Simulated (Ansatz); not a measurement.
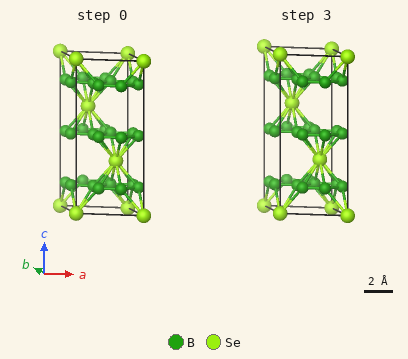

The structure of crystalline B$_{6}$Se (a generated structure, set up in R-3m) before (left) and after (right) a relaxation, at one scale.

Style: ball-and-stick. Shown: the conventional cell (3 times the calculation's cell), slightly off an axis. Lengths and directions refer to the drawn axes.

All numbers below come from DFT PBE, scalar-relativistic, plane waves, PAW in Ansatz 0.2.0. Settings: plane-wave cutoff 420 eV; k-point mesh 12 × 12 × 12; occupations gaussian; smearing width 0.1 eV; no spin polarisation; cell and atoms relaxed; force threshold 0.01 eV/Å; at most 80 steps.

### What changed between the two?

The largest moves relative to the cell, 0.005 Å, are those of B atoms. Se stays in place. The drawn cell changes as follows: a = b 5.114 → 5.101 Å (−0.3 %), c 11.238 → 11.570 Å (+3.0 %); the volume changes by +2.4 %. Near-neighbour distances that change, for instance: B–Se 2.534 → 2.570 Å, B–B 1.712 → 1.696 Å. The space group stays R-3m (No. 166). Over 2 accepted moves (3 points after the start) the energy falls by 19.7 meV per cell of the calculation. Largest force component: 0.14 eV/Å at the start, 0.0075 eV/Å at the end. The pressure goes from 0.22 to 0.04 GPa. At 1 point the geometry stayed and the basis and grid were re-selected for the new cell (energy shift of 2.1 meV per cell of the calculation at most each time). The run took 120 s on 1 thread of Arm Neoverse V1, with other jobs on the host, peak memory 0.59 GiB.
